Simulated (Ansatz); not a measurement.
Consider AlH···H$_{2}$.

The calculation's input:

```
crystal:
  periodic: [false, false, false]
  atoms:
    - { symbol: Al, position_ang: [-1.126969, 0.001704, 0.554316] }
    - { symbol: H, position_ang: [1.5886, 0.005162, 1.042627] }
    - { symbol: H, position_ang: [1.622038, -0.007141, 0.322641] }
    - { symbol: H, position_ang: [-0.514469, 0.000274, -1.013484] }
basis:
  gaussian: { orbitals: cc-pVDZ }
hamiltonian:
  xc: pbe0
  dispersion: d4
relax:
  f_tol: 0.03
  max_steps: 50
output:
  orbitals: {}
```

Command:

```sh
ansatz run input.yaml --threads 1 --pin off --max-ram 2048MiB --backend cpu --events-out ev --progress --plain --runs-dir out
```

The fields are those of the run's last geometry, not of the input's.

Level of theory: RKS PBE0-D4/cc-pVDZ (Ansatz 0.2.0).

What will maps of the electron density and electron localisation function show?

Al1···H3 (2.42 Å): the density falls to about 0.11 e/Å³ on the way; the ELF climbs to about 1 towards the hydrogen.
H–H (0.78 Å): the density is about 1.6 e/Å³ at the midpoint; the ELF peaks at about 1 between the atoms.
Al–H (1.68 Å): the density is about 0.44 e/Å³ at the midpoint; the ELF climbs to about 1 towards the hydrogen.

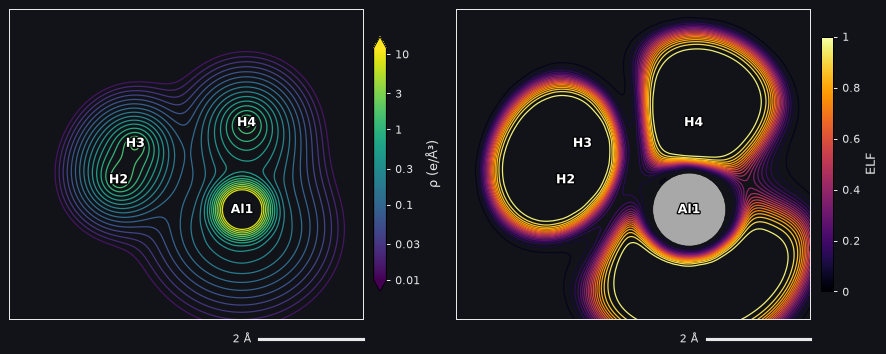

Computed electron density and electron localisation function on the molecular plane, in this order. Grey discs cover the atomic cores in the ELF map. 
